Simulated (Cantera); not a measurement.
Charge: 1 mol Cu2O, 4 mol CO, equilibrated at 1.00 bar.

Cantera equilibrium calculation (NASA polynomials, part measured and part estimated; ideal gas, pure solids and liquids). Candidate condensed phases: C, Cu, CuO, Cu2O; 15 gas species. The numbers say what is thermodynamically allowed, not how fast it happens.

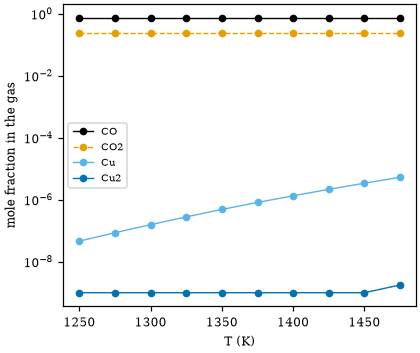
Figure: Equilibrium gas composition (values under 1e-9 drawn at 1e-9)

From 1250 K to 1350 K the condensed part is Cu(s). From 1375 K to 1475 K the condensed part is Cu(l). The main Cu-bearing gas is Cu throughout.
